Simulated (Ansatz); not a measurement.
# BH2O (doublet): one geometry, many settings at distance O2–H4 = 1.179 Å

What do other methods and options give for BH2O (doublet) at this geometry, and how long do they take?

Computed with Ansatz 0.2.0, Gaussian basis. Level: the settings change from run to run.

39 further runs of the same task are left out: 12 for a known fault of the program, 3 for a mislabelled method, 19 that didn't finish, 5 set aside as unsound or not needed.

## (1) The geometry

The geometry derives from a PBE0/def2-TZVP stationary point (not a proven minimum). One bond is set to the value named and the two fragments are kept rigid.

4 atoms, charge 0, spin multiplicity 2.

Atoms are counted from 1 here; the program's logs count them from 0.

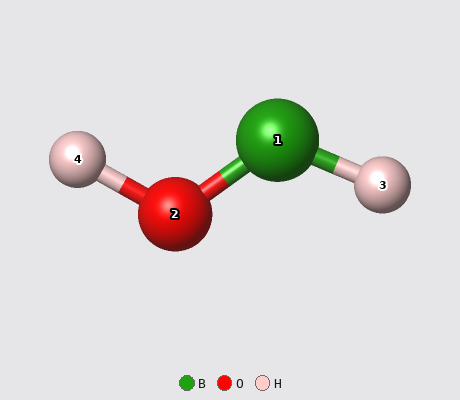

The geometry (boron green, oxygen red, hydrogen pink); atoms are numbered from 1 in the order of the file.

## (2) BCCD on UHF/6-31++G**

File in.yaml:

```yaml
crystal:
  periodic: [false, false, false]
  atoms:
    - {symbol: B, position_ang: [0.000000, -0.232800, 0.746662]}
    - {symbol: O, position_ang: [0.000000, 0.166360, -0.525226]}
    - {symbol: H, position_ang: [0.000000, 0.564601, 1.644309]}
    - {symbol: H, position_ang: [0.000000, -0.708323, -1.315777]}
basis:
  gaussian: {orbitals: "6-31++G**"}
magnetization: {spin_polarized: true, initial_magnetization: 1}
correlation: {method: bccd, electrons: valence}
```

Command:

```sh
$ ansatz run in.yaml --threads 1 --pin off --events-out ev --progress --plain --max-ram 2393MiB
```

What it wrote (excerpt; [...] marks lines left out):

```text
Functional definition: HF
  name "HF"
  cite "Fock, Z. Phys. 61, 126 (1930) doi:10.1007/BF01340294"
  parent pbe
[...]
443 factors; integrals over basis functions are off by at most 1.3e-3 eV
[...]
mean field -2739.03178097 eV, -100.6575613683 hartree, gradient 1.9e-6 eV, S^2 0.753379; 2 other end points of the search recorded, 0 dependent functions left out
determinant -2739.03178097 eV, -100.6575613683 hartree, with singles and doubles -2746.57270379 eV, -100.9346851705 hartree
determinant -2736.16545169 eV, -100.5522257101 hartree, with singles and doubles -2743.82767816 eV, -100.8338073393 hartree
2 core orbitals not correlated: weight in the atoms' cores, before any rotation towards them, 1.000 or more for the frozen orbitals, at most 0.000 for the correlated occupied ones
reference -2739.03178097 eV, -100.6575613683 hartree; 6, 5 occupied and 42, 43 virtual orbitals, 443 factors
second order -7.13302830 eV of doubles, -0.00000000 eV of singles
cycle   1  -7.49360561 eV  change   -2.4e-1 eV  update   2.4e-2
[...]
cycle   9  -7.51019151 eV  change   -3.5e-6 eV  update   1.2e-5
Total energy: -2746.54197248 eV, -100.9335558155 hartree
```

Run time: 1.6 s. Hardware: 1 thread of Arm Neoverse V1, shared host.

From the report: ⟨S²⟩ of the determinant 0.753 (pure doublet: 0.75); correlation -7.5102 eV; largest double amplitude 0.03.

## (3) CCSD on UHF/6-31G*

in.yaml, as its differences from that of step 2:

```diff
@@ -8,4 +8,4 @@
 basis:
-  gaussian: {orbitals: "6-31++G**"}
+  gaussian: {orbitals: "6-31G*"}
 magnetization: {spin_polarized: true, initial_magnetization: 1}
-correlation: {method: bccd, electrons: valence}
+correlation: {method: ccsd, electrons: outside_noble_gas}
```

Same command.

What it wrote (excerpt; [...] marks lines left out):

```text
Functional definition: HF
  name "HF"
  cite "Fock, Z. Phys. 61, 126 (1930) doi:10.1007/BF01340294"
  parent pbe
[...]
330 factors; integrals over basis functions are off by at most 1.0e-3 eV
[...]
mean field -2738.69569949 eV, -100.6452106016 hartree, gradient 2.7e-6 eV, S^2 0.753099; 2 other end points of the search recorded, 0 dependent functions left out
determinant -2738.69569949 eV, -100.6452106016 hartree, with singles and doubles -2745.85971623 eV, -100.9084833610 hartree
determinant -2735.71008042 eV, -100.5354911244 hartree, with singles and doubles -2743.01200562 eV, -100.8038319260 hartree
2 core orbitals not correlated: weight in the atoms' cores, before any rotation towards them, 1.000 or more for the frozen orbitals, at most 0.000 for the correlated occupied ones
reference -2738.69569949 eV, -100.6452106016 hartree; 6, 5 occupied and 26, 27 virtual orbitals, 330 factors
second order -6.73616640 eV of doubles, -0.00000000 eV of singles
cycle   1  -7.16389476 eV  change    1.2e-4 eV  update   7.4e-4
[...]
cycle   8  -7.16395459 eV  change    2.0e-6 eV  update   1.5e-6
Total energy: -2745.85965408 eV, -100.9084810771 hartree
```

It took 0.81 s on 1 thread of Arm Neoverse V1, shared host.

From the report: ⟨S²⟩ of the determinant 0.753 (pure doublet: 0.75); correlation -7.1640 eV; T1 0.019; largest double amplitude 0.05.

## (4) MRCISD+Q(1,7)/6-31G

in.yaml, as its differences from that of step 3:

```diff
@@ -8,4 +8,4 @@
 basis:
-  gaussian: {orbitals: "6-31G*"}
-magnetization: {spin_polarized: true, initial_magnetization: 1}
-correlation: {method: ccsd, electrons: outside_noble_gas}
+  gaussian: {orbitals: 6-31G}
+magnetization: {spin_polarized: false, initial_magnetization: 1}
+correlation: {method: fic_mrcisd_q, electrons: all, active_space: {window: {electrons: 1, orbitals: 7}}}
```

The command is unchanged.

What it wrote (excerpt; [...] marks lines left out):

```text
Functional definition: HF
  name "HF"
  cite "Fock, Z. Phys. 61, 126 (1930) doi:10.1007/BF01340294"
  parent pbe
[...]
265 factors; integrals over basis functions are off by at most 2.7e-4 eV
[...]
mean field -2737.57406418 eV, -100.6039912644 hartree, gradient 1.0e-6 eV, S^2 0.750000; 1 other end points of the search recorded, 0 dependent functions left out
reference -2737.57406418 eV, -100.6039912644 hartree; 8, 7 occupied and 14, 15 virtual orbitals, 265 factors
state -2737.57406418 eV, -100.6039912644 hartree
contracted CI cycle   1: correlation 0.00000000 eV, 0.0000000000 hartree, residual 2.09e1 eV
contracted CI cycle   2: correlation -4.54957392 eV, -0.1671937578 hartree, residual 3.70e0 eV
contracted CI cycle   3: correlation -4.80553105 eV, -0.1766000086 hartree, residual 1.22e0 eV
contracted CI cycle   4: correlation -4.82839987 eV, -0.1774404223 hartree, residual 3.74e-1 eV
contracted CI cycle   5: correlation -4.83103503 eV, -0.1775372626 hartree, residual 1.11e-1 eV
contracted CI cycle   6: correlation -4.83123992 eV, -0.1775447923 hartree, residual 3.12e-2 eV
contracted CI cycle   7: correlation -4.83125520 eV, -0.1775453537 hartree, residual 8.14e-3 eV
contracted CI cycle   8: correlation -4.83125639 eV, -0.1775453974 hartree, residual 2.58e-3 eV
contracted CI cycle   9: correlation -4.83125649 eV, -0.1775454011 hartree, residual 7.20e-4 eV
state -2737.57406418 eV, -100.6039912644 hartree; corrected -2742.76948439 eV, -100.7949194353 hartree
WARN: 6 active orbitals are nearly empty or full. The corrections depend on them more than the energy does, and are more stable in an active space without them
Total energy: -2742.76948439 eV, -100.7949194353 hartree
```

Run time: 1.1 s. Hardware: 1 thread of Arm Neoverse V1, shared host.

From the report: 5 determinants; active occupations 1.00, 0.00, 0.00, 0.00, 0.00, 0.00, 0.00. The report marks this result as in doubt.

## (5) BCCD(T) on ROHF/6-31++G**

in.yaml, as its differences from that of step 4:

```diff
@@ -8,4 +8,5 @@
 basis:
-  gaussian: {orbitals: 6-31G}
+  gaussian: {orbitals: "6-31++G**", fitting: {mean_field: def2-universal-jkfit}, point_charges: [{charge: -0.50, position_ang: [2.941, -0.635, 0.761]}]}
 magnetization: {spin_polarized: false, initial_magnetization: 1}
-correlation: {method: fic_mrcisd_q, electrons: all, active_space: {window: {electrons: 1, orbitals: 7}}}
+correlation: {method: bccd_t, electrons: valence}
+scf: {lower_state_search: off}
```

The command is unchanged.

What it wrote (excerpt; [...] marks lines left out):

```text
Functional definition: HF
  name "HF"
  cite "Fock, Z. Phys. 61, 126 (1930) doi:10.1007/BF01340294"
  parent pbe
[...]
188 factors; integrals over basis functions are off by at most 2.8e-1 eV
[...]
mean field -2739.09765696 eV, -100.6599822662 hartree, gradient 8.7e-7 eV, S^2 0.750000; 0 other end points of the search recorded, 0 dependent functions left out
2 core orbitals not correlated: weight in the atoms' cores, before any rotation towards them, 1.000 or more for the frozen orbitals, at most 0.000 for the correlated occupied ones
reference -2739.09765696 eV, -100.6599822662 hartree; 6, 5 occupied and 42, 43 virtual orbitals, 188 factors
second order -7.11702105 eV of doubles, -0.02073810 eV of singles
cycle   1  -7.24840545 eV  change   -1.1e-1 eV  update   7.8e-2
[...]
cycle  12  -7.52534344 eV  change    1.1e-6 eV  update   9.2e-6
perturbative correction -0.22498872 eV, -0.0082681828 hartree
Total energy: -2746.84798912 eV, -100.9448017196 hartree
Checks for a lower state left out: stability, starts, cluster_reference, orbital_swaps, neighbouring_geometries, increment
```

Run time: 1.2 s. Hardware: 1 thread of Arm Neoverse V1, shared host.

From the report: correlation -7.7503 eV; largest double amplitude 0.03.

## (6) BCCD/6-31G*

File in.yaml:

```yaml
crystal:
  periodic: [false, false, false]
  atoms:
    - {symbol: B, position_ang: [0.000000, -0.232800, 0.746662]}
    - {symbol: O, position_ang: [0.000000, 0.166360, -0.525226]}
    - {symbol: H, position_ang: [0.000000, 0.564601, 1.644309]}
    - {symbol: H, position_ang: [0.000000, -0.708323, -1.315777]}
basis:
  gaussian: {orbitals: "6-31G*"}
magnetization: {spin_polarized: true, initial_magnetization: 1}
hamiltonian: {xc: {name: PBE0}}
correlation: {method: bccd, electrons: all}
```

Launched as before.

What it wrote (excerpt; [...] marks lines left out):

```text
Functional definition: PBE0
  name "PBE0"
  cite "Adamo & Barone, J. Chem. Phys. 110, 6158 (1999) doi:10.1063/1.478522"
  cite "Perdew, Burke & Ernzerhof, Phys. Rev. Lett. 77, 3865 (1996) doi:10.1103/PhysRevLett.77.3865"
  parent pbe
[...]
330 factors; integrals over basis functions are off by at most 1.0e-3 eV
[...]
mean field -2750.51751062 eV, -101.0796541476 hartree, gradient 4.1e-6 eV, S^2 0.751996; 0 other end points of the search recorded, 0 dependent functions left out
reference -2738.41529925 eV, -100.6349060828 hartree; 8, 7 occupied and 26, 27 virtual orbitals, 330 factors
second order -7.27823949 eV of doubles, -0.21901938 eV of singles
cycle   1  -7.32402812 eV  change    1.7e-1 eV  update   8.1e-2
[...]
cycle  11  -7.61688001 eV  change   -1.4e-5 eV  update   1.2e-5
Total energy: -2746.03217926 eV, -100.9148212603 hartree
```

It took 1.4 s on 1 thread of Arm Neoverse V1, shared host.

From the report: ⟨S²⟩ of the determinant 0.752 (pure doublet: 0.75); correlation -7.6169 eV; largest double amplitude 0.05.

## (7) CCSDT(Q) on UHF/STO-3G

in.yaml, as its differences from that of step 6:

```diff
@@ -8,5 +8,4 @@
 basis:
-  gaussian: {orbitals: "6-31G*"}
+  gaussian: {orbitals: STO-3G, fitting: {mean_field: def2-universal-jkfit}}
 magnetization: {spin_polarized: true, initial_magnetization: 1}
-hamiltonian: {xc: {name: PBE0}}
-correlation: {method: bccd, electrons: all}
+correlation: {method: ccsdt_q, electrons: outside_noble_gas}
```

Same command.

What it wrote (excerpt; [...] marks lines left out):

```text
Functional definition: HF
  name "HF"
  cite "Fock, Z. Phys. 61, 126 (1930) doi:10.1007/BF01340294"
  parent pbe
[...]
188 factors; integrals over basis functions are off by at most 5.1e-3 eV
[...]
mean field -2701.94989645 eV, -99.2948272471 hartree, gradient 1.2e-6 eV, S^2 0.759681; 1 other end points of the search recorded, 0 dependent functions left out
determinant -2701.94989645 eV, -99.2948272471 hartree, with singles and doubles -2704.90237234 eV, -99.4033287347 hartree
determinant -2698.56779094 eV, -99.1705371620 hartree, with singles and doubles -2701.49078247 eV, -99.2779551197 hartree
2 core orbitals not correlated: weight in the atoms' cores, before any rotation towards them, 1.000 or more for the frozen orbitals, at most 0.000 for the correlated occupied ones
reference -2701.94989645 eV, -99.2948272471 hartree; 6, 5 occupied and 4, 5 virtual orbitals, 188 factors
second order -2.27694936 eV of doubles, -0.00000000 eV of singles
cycle   1  -2.59366139 eV  change   -3.2e-1 eV  update   9.3e-2
[...]
cycle  17  -3.08424278 eV  change    1.0e-6 eV  update   1.0e-6
perturbative correction 0.00499274 eV, 0.0001834797 hartree
Total energy: -2705.02914649 eV, -99.4079875990 hartree
```

It took 1.8 s on 1 thread of Arm Neoverse V1, shared host.

From the report: ⟨S²⟩ of the determinant 0.760 (pure doublet: 0.75); correlation -3.0793 eV; T1 0.023; largest double amplitude 0.09.

## (8) All runs side by side

 † marks a result that the program doubts.

```tsv
level	correlated	functions	energy (eV)	time
BCCD on UHF/6-31++G**	valence	50	-2746.5420	1.6 s
CCSD on UHF/6-31G*	outside noble gas	34	-2745.8597	0.81 s
MRCISD+Q(1,7)/6-31G †	all	22	-2742.7695	1.1 s
BCCD(T) on ROHF/6-31++G** (beside a point charge)	valence	50	-2746.8480	1.2 s
BCCD/6-31G* (on PBE0 orbitals)	all	34	-2746.0322	1.4 s
CCSDT(Q) on UHF/STO-3G	outside noble gas	12	-2705.0291	1.8 s
```

## (9) Results

```
quantity                          value
    runs                              6
quickest     CCSD on UHF/6-31G*, 0.81 s
 slowest  CCSDT(Q) on UHF/STO-3G, 1.8 s
```

**Reading.** Total energies in different bases, with other cores or another treatment of relativity can't be set against each other. CCSDT(Q) on UHF/STO-3G took 2 times as long as CCSD on UHF/6-31G*; the jobs differ in more than the method.
